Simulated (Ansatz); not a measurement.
AlH₅O₃: single-point calculation

The run: single-point calculation of AlH₅O₃. Method and program: RKS PBE0-D4/def2-TZVPP (Ansatz 0.2.0).

The geometry is the product side of a reaction. The reaction was set up to form Al1–O6 and H2–H5 and to break Al1–H2 and H5–O6 (atoms counted from 1 in the order of the input); sticks are drawn by distance alone. The geometry comes from this level: PBE0-D4/def2-TZVP.

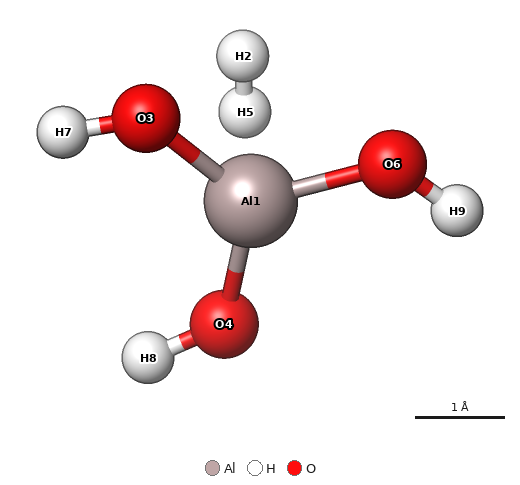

Fig. 1: The input geometry (ball-and-stick view, seen at a tilt; atoms are numbered from 1 in the order of the input). Sticks mark near contacts. Bond lengths as drawn: Al–O 1.69 to 1.70 Å, H–H 0.75 Å and H–O 0.95 to 0.96 Å.

## Input file
```yaml
crystal:
  periodic: [false, false, false]
  atoms:
    - {symbol: Al, position_ang: [-0.000690, 0.479152, 0.132759]}
    - {symbol: H, position_ang: [1.016392, -1.572857, -0.581835]}
    - {symbol: O, position_ang: [0.326301, 1.036037, -1.429961]}
    - {symbol: O, position_ang: [-1.496542, -0.127629, 0.655020]}
    - {symbol: H, position_ang: [0.421452, -1.841555, -0.207867]}
    - {symbol: O, position_ang: [1.218537, 0.716084, 1.276196]}
    - {symbol: H, position_ang: [-0.292656, 1.005012, -2.155031]}
    - {symbol: H, position_ang: [-2.278552, -0.198103, 0.112773]}
    - {symbol: H, position_ang: [1.085659, 0.503760, 2.197947]}
basis:
  gaussian: {orbitals: def2-TZVPP}
hamiltonian: {xc: pbe0, dispersion: d4}
output: {orbitals: {seedname: orbitals}}
```

Machine: 4 threads of Arm Neoverse V1, 23 GiB of memory available, shared host.

Run as:
```bash
ansatz run in.yaml --threads 4 --pin off --events-out ev --progress --plain --max-ram 9574MiB
```

## Output
```
Functional definition: PBE0
  name "PBE0"
  cite "Adamo & Barone, J. Chem. Phys. 110, 6158 (1999) doi:10.1063/1.478522"
  cite "Perdew, Burke & Ernzerhof, Phys. Rev. Lett. 77, 3865 (1996) doi:10.1103/PhysRevLett.77.3865"
  parent pbe
  parameter a = 0.25
  parameter kappa = 0.804
  parameter beta = 0.06672455060314922
  exchange = (1 - a)*pbe_x(kappa = kappa, mu = beta*pi^2/3) + a*exact_x
  correlation = pbe_c(beta = beta)
1048 factors; their error is unknown
mean field evaluation 1: about -12802.7169 eV, gradient 9.5e1 eV
mean field evaluation 2: about -12776.2085 eV, gradient 1.5e2 eV
mean field evaluation 4: about -12816.8508 eV, gradient 3.1e0 eV
mean field evaluation 8: about -12816.8639 eV, gradient 3.1e-2 eV
mean field -12816.88907700 eV, -471.0119859803 hartree, gradient 5.1e-5 eV, S^2 0.000000; 0 other end points of the search recorded, 0 dependent functions left out
reference -12816.88910906 eV, -471.0119871583 hartree; 21, 21 occupied and 184, 184 virtual orbitals, 1048 factors
Total energy: -12817.00356395 eV, -471.0161932981 hartree
```

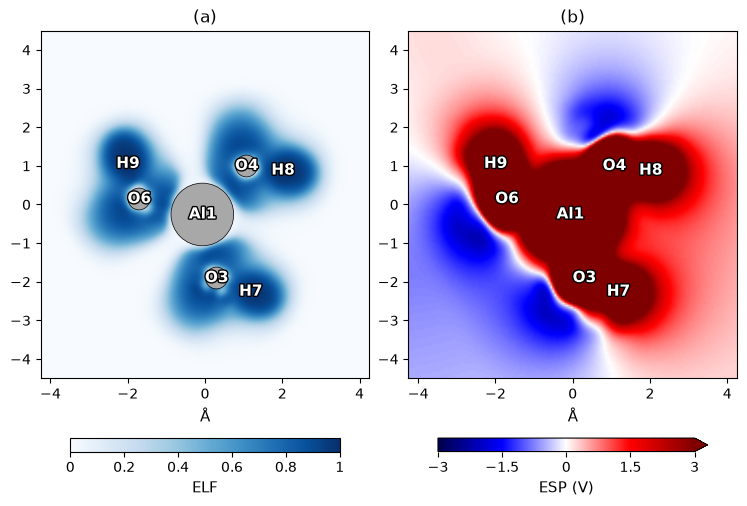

Fig. 2: (a) ELF; (b) molecular electrostatic potential on the plane of atoms Al1, O6 and H9. Grey discs, where drawn, cover atomic cores. Al–O (1.69 Å): the ELF peaks at about 0.90 in the valence shell of O, 0.6 Å from its nucleus, and is about 0.50 at the midpoint.

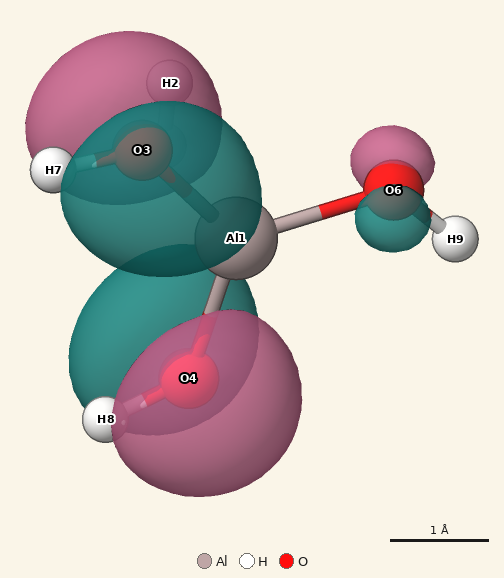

Fig. 3: One frontier orbital at ±0.1 Å⁻³ᐟ² (teal and pink are the two phases), seen at a tilt. The HOMO−1, at −9.00 eV.

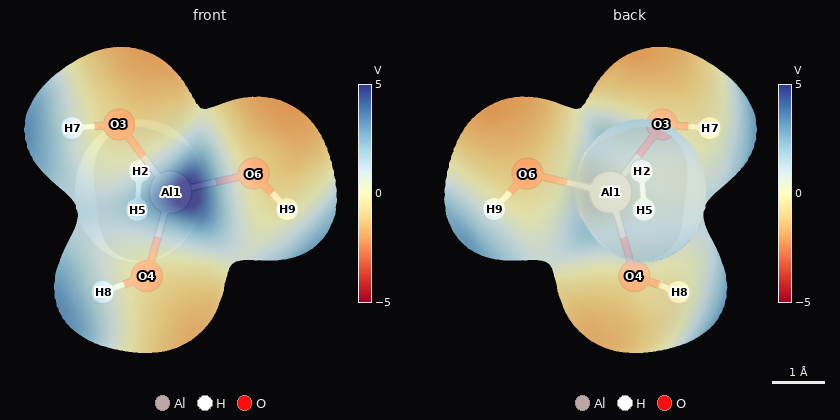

Fig. 4: The electrostatic potential painted on the density surface at 0.004 e/bohr³, seen at a tilt and from behind; red is negative and blue positive. A positive charge is drawn to the negative regions and a negative charge to the positive ones.

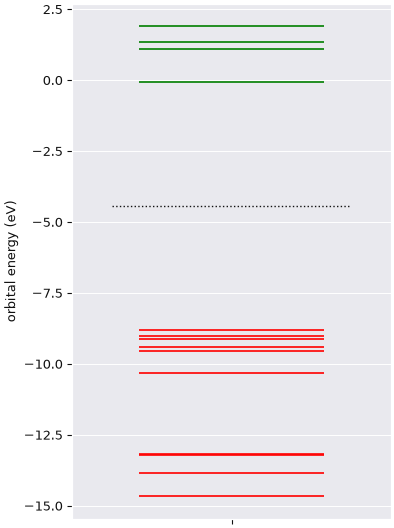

Fig. 5: Orbital energies near the frontier; the dotted line parts filled from empty levels, and levels within 0.02 eV of each other stand side by side. Highest filled −8.82 eV, lowest empty −0.07 eV, 8.75 eV apart.

## Summary

```csv
quantity,value
outcome,converged
total energy,−12817.0036 eV
mean-field energy,−12816.8891 eV
dispersion energy,−0.1145 eV
SCF solution under orbital rotations,stable
HOMO,−8.82 eV
LUMO,−0.07 eV
wall time,1.6 s (CPU time 6 s)
peak memory,0.43 GiB
```
